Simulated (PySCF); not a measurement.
**GeH2Cl (SMILES [Cl][GeH2]) at UCISD/STO-3G**

What is the vertical ionisation energy of GeH2Cl at UCISD/STO-3G? 

Program for the calculation: PySCF 2.14.0.

7 further runs of the same task are left out: 7 set aside as unsound or not needed.

## Step 1: The molecule

The species is GeH2Cl (4 atoms), meant as a doublet with charge 0. SMILES: `[Cl][GeH2]`. Geometry: relaxed at PBE0-D4/def2-TZVP.

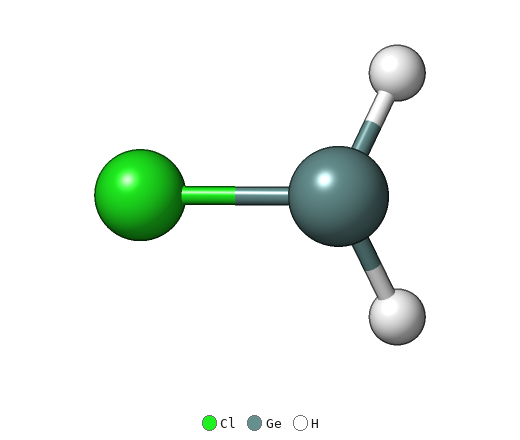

Viewed from a chosen angle; chlorine green, germanium teal, hydrogen white.

## Step 2: The energy at UCISD/STO-3G

The input, input.py:

```python
from pyscf import gto, ci

mol = gto.M(
    atom='Cl -1.562900 0.305200 0.993500; Ge 0.106700 -0.451100 -0.141600; H 0.072700 0.259600 -1.514200; H 1.383400 -0.113700 0.662300',
    basis='sto-3g',
    spin=1,
    max_memory=1860,
    verbose=3,
)

mf = mol.UHF()
mf.conv_tol = 1e-10
mf.kernel()
if not mf.converged:
    mf = mf.newton().run(mf.mo_coeff, mf.mo_occ)

cisd = ci.CISD(mf, frozen=14)
cisd.kernel()
energy = cisd.e_tot
print('E = %.10f Eh' % energy)
```

Run with:

```bash
OMP_NUM_THREADS=1 python input.py
```

The program printed:

```text
converged SCF energy = -2507.50633637417  <S^2> = 0.75158583  2S+1 = 2.0015852
E(UCISD) = -2507.554024561485  E_corr = -0.04768818731667519
E = -2507.5540245615 Eh
```

Run time: 0.86 s. Hardware: 1 thread of Arm Neoverse V1, shared host; peak memory 0.12 GiB.

## Step 3: The singlet cation, same level

The input, calc.py:

```python
from pyscf import gto, scf, ci

mol = gto.Mole()
mol.atom = [
    ('Cl', (-1.562900, 0.305200, 0.993500)),
    ('Ge', (0.106700, -0.451100, -0.141600)),
    ('H', (0.072700, 0.259600, -1.514200)),
    ('H', (1.383400, -0.113700, 0.662300)),
]
mol.max_memory = 1860
mol.verbose = 4
mol.basis = 'sto-3g'
mol.spin = 0
mol.charge = 1
mol.build()

myscf = scf.RHF(mol)
myscf.conv_tol = 1e-10
myscf.kernel()
if not myscf.converged:
    myscf = myscf.newton().run(myscf.mo_coeff, myscf.mo_occ)

cisd = ci.CISD(myscf, frozen=14)
cisd.kernel()
energy = cisd.e_tot
print('E = %.10f Eh' % energy)
```

Run with:

```bash
OMP_NUM_THREADS=1 python calc.py
```

The program printed:

```text
PySCF version 2.14.0

[INPUT] num. atoms = 4
[INPUT] num. electrons = 50
[INPUT] charge = 1
[INPUT] spin (= nelec alpha-beta = 2S) = 0
[INPUT] symmetry False subgroup None
[INPUT] Mole.unit = angstrom
[INPUT] Symbol           X                Y                Z      unit          X                Y                Z       unit  Magmom
[INPUT]  1 Cl    -1.562900000000   0.305200000000   0.993500000000 AA   -2.953452960083   0.576744413217   1.877442904755 Bohr   0.0
[INPUT]  2 Ge     0.106700000000  -0.451100000000  -0.141600000000 AA    0.201633777491  -0.852455454791  -0.267585219238 Bohr   0.0
[INPUT]  3 H      0.072700000000   0.259600000000  -1.514200000000 AA    0.137383089256   0.490572901937  -2.861423297816 Bohr   0.0
[INPUT]  4 H      1.383400000000  -0.113700000000   0.662300000000 AA    2.614247120723  -0.214861860363   1.251565612299 Bohr   0.0

nuclear repulsion = 161.647276340246
number of shells = 15
number of NR pGTOs = 87
number of NR cGTOs = 29
basis = sto-3g
ecp = {}

******** <class 'pyscf.scf.hf.RHF'> ********
method = RHF
initial guess = minao
damping factor = 0
level_shift factor = 0
DIIS = <class 'pyscf.scf.diis.CDIIS'>
diis_start_cycle = 1
diis_space = 8
diis_damp = 0
SCF conv_tol = 1e-10
SCF conv_tol_grad = None
SCF max_cycles = 50
direct_scf = True
direct_scf_tol = 1e-13
Set gradient conv threshold to 1e-05
Initial guess from minao.
init E= -2504.31348131829
  HOMO = -0.564642304268507  LUMO = -0.336563061377053  gap/eV = 6.20635
cycle= 1 E= -2507.21678132608  delta_E= -2.9  |g|= 0.271  |ddm|= 2.21
  HOMO = -0.578015477923995  LUMO = -0.250826337500484  gap/eV = 8.90327
cycle= 2 E= -2507.24488672033  delta_E= -0.0281  |g|= 0.0457  |ddm|= 0.532
  HOMO = -0.634957082661339  LUMO = -0.235736357473917  gap/eV = 10.86335
cycle= 3 E= -2507.24630860249  delta_E= -0.00142  |g|= 0.0147  |ddm|= 0.112
  HOMO = -0.628974132726513  LUMO = -0.240186866302852  gap/eV = 10.57944
cycle= 4 E= -2507.24652495542  delta_E= -0.000216  |g|= 0.00601  |ddm|= 0.0426
  HOMO = -0.630753893338095  LUMO = -0.238715699489533  gap/eV = 10.66790
cycle= 5 E= -2507.24658656857  delta_E= -6.16e-05  |g|= 0.00175  |ddm|= 0.029
  HOMO = -0.630681730532365  LUMO = -0.238750478407131  gap/eV = 10.66499
cycle= 6 E= -2507.24659317277  delta_E= -6.6e-06  |g|= 0.000308  |ddm|= 0.0115
  HOMO = -0.630668635458782  LUMO = -0.23872985051287  gap/eV = 10.66520
cycle= 7 E= -2507.24659333893  delta_E= -1.66e-07  |g|= 8e-05  |ddm|= 0.00171
  HOMO = -0.630665895301775  LUMO = -0.238734582377657  gap/eV = 10.66499
cycle= 8 E= -2507.24659334875  delta_E= -9.82e-09  |g|= 2.32e-05  |ddm|= 0.000393
  HOMO = -0.630661059751144  LUMO = -0.238734838763481  gap/eV = 10.66486
cycle= 9 E= -2507.24659334952  delta_E= -7.7e-10  |g|= 3.44e-06  |ddm|= 0.00012
  HOMO = -0.630660537213981  LUMO = -0.238735098803379  gap/eV = 10.66483
cycle= 10 E= -2507.24659334954  delta_E= -2.05e-11  |g|= 7.09e-07  |ddm|= 1.64e-05
  HOMO = -0.630660368890582  LUMO = -0.238735102655569  gap/eV = 10.66483
Extra cycle  E= -2507.24659334954  delta_E= 9.09e-13  |g|= 3.66e-07  |ddm|= 2.04e-06
converged SCF energy = -2507.24659334954

******** <class 'pyscf.ci.cisd.RCISD'> ********
CISD nocc = 11, nmo = 15
frozen orbitals 14
max_cycle = 50
direct = 0
conv_tol = 1e-09
max_cycle = 50
max_space = 12
lindep = 0
nroots = 1
Init t2, MP2 energy = -0.0489230382860608
RCISD converged
E(RCISD) = -2507.314334555998  E_corr = -0.06774120646159787
E = -2507.3143345560 Eh
```

Run time: 0.72 s. Hardware: 1 thread of Arm Neoverse V1, shared host; peak memory 0.1 GiB.

## Step 4: Outcome

Level: UCISD/STO-3G, 14 core orbitals frozen.

```
                                                                  quantity           value
                                              doublet GeH2Cl: total energy  -2507.55402 Eh
                      doublet GeH2Cl: dipole moment (Hartree–Fock density)          3.22 D
doublet GeH2Cl: HOMO energy (Hartree–Fock orbitals) (highest over α and β)        -7.45 eV
 doublet GeH2Cl: LUMO energy (Hartree–Fock orbitals) (lowest over α and β)         3.96 eV
              doublet GeH2Cl: correlation energy (14 core orbitals frozen)       -47.7 mEh
                         doublet GeH2Cl: ⟨S²⟩ of the reference determinant           0.752
                                              singlet cation: total energy  -2507.31433 Eh
                       singlet cation: HOMO energy (Hartree–Fock orbitals)       -17.16 eV
                       singlet cation: LUMO energy (Hartree–Fock orbitals)        -6.50 eV
                     singlet cation: HOMO–LUMO gap (Hartree–Fock orbitals)        10.66 eV
              singlet cation: correlation energy (14 core orbitals frozen)       -67.7 mEh
                        vertical ionisation energy (to the singlet cation)        6.522 eV
```

The vertical ionisation energy comes to 6.52 eV (150 kcal/mol). Only the singlet of the ionised species was computed; a triplet could lie lower. In a minimal basis such a difference can be off by several eV, whatever the method.
